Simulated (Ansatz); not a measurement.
# TaN under a change: Ta on a N site (antisite), symmetric start

Start from a 24-atom supercell of TaN in the rock salt structure (space group Fm-3m, No. 225; a = 4.3756 Å) at its relaxed geometry.

Perturbation: a neutral Ta on a N site (antisite), symmetric start, atoms relaxed at fixed cell.

Method: Ansatz (a quantum-chemistry and plane-wave program), PBEsol, PAW, cutoff 420 eV, no spin-orbit coupling. k-mesh 6×5×6 (Γ-centred); smearing 0.05 eV (Fermi–Dirac).

| quantity | base | changed | shift |
|---|---|---|---|
| pressure | 0.0 GPa | 26.3 GPa | +26.3 GPa |
| energy gained by relaxation | – | 4.53 eV | – |
| largest displacement of a host atom from its site in the perfect cell | – | 0.24 Å | – |
| mean distance from the defect site to its nearest host atoms | 2.19 Å | 2.39 Å | +0.20 Å |

Final structure:

```yaml
crystal:
  lattice:
    - [0.00000, 4.37561, 4.37561]
    - [4.37561, -4.37561, 4.37561]
    - [4.37561, 4.37561, 0.00000]
  atoms:
    - { symbol: Ta, position: [0.00000, 0.00000, 0.00000] }
    - { symbol: N, position: [0.00000, 0.00000, 0.50000] }
    - { symbol: N, position: [0.16909, 0.33648, 0.16909] }
    - { symbol: N, position: [0.16909, 0.33648, 0.66182] }
    - { symbol: N, position: [0.33333, 0.63564, 0.33333] }
    - { symbol: N, position: [0.33818, 0.66352, 0.83091] }
    - { symbol: N, position: [0.50000, 0.00000, 0.00000] }
    - { symbol: N, position: [0.50000, 0.00000, 0.50000] }
    - { symbol: N, position: [0.66182, 0.33648, 0.16909] }
    - { symbol: N, position: [0.66667, 0.36436, 0.66667] }
    - { symbol: N, position: [0.83091, 0.66352, 0.33818] }
    - { symbol: N, position: [0.83091, 0.66352, 0.83091] }
    - { symbol: Ta, position: [0.33333, 0.16401, 0.33333] }
    - { symbol: Ta, position: [0.36416, 0.18252, 0.81792] }
    - { symbol: Ta, position: [0.50000, 0.50000, 0.50000] }
    - { symbol: Ta, position: [0.50000, 0.50000, 0.00000] }
    - { symbol: Ta, position: [0.66667, 0.83599, 0.66667] }
    - { symbol: Ta, position: [0.63584, 0.81748, 0.18208] }
    - { symbol: Ta, position: [0.81792, 0.18252, 0.36416] }
    - { symbol: Ta, position: [0.81792, 0.18252, 0.81792] }
    - { symbol: Ta, position: [0.00000, 0.50000, 0.50000] }
    - { symbol: Ta, position: [0.00000, 0.50000, 0.00000] }
    - { symbol: Ta, position: [0.18208, 0.81748, 0.63584] }
    - { symbol: Ta, position: [0.18208, 0.81748, 0.18208] }
```

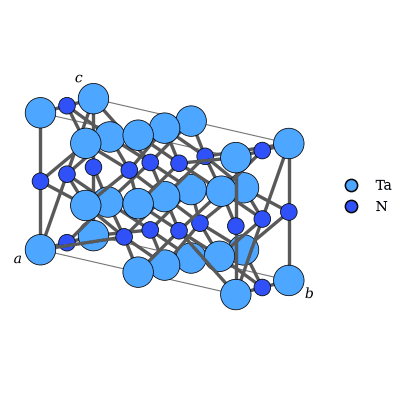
The relaxed cell after the change

Cost of the whole job for the changed cell (relaxation, final SCF and bands): very roughly 6 core-minutes.

The cell is small, so the values are those of an ordered compound at a high defect concentration; dilute-limit values will differ. The defect started on the symmetric site and kept its symmetry, so it may sit on a saddle. The final runs are not spin-polarised. The defect cell is not spin-polarised. This is not the structure that TaN has at room temperature and ambient pressure.
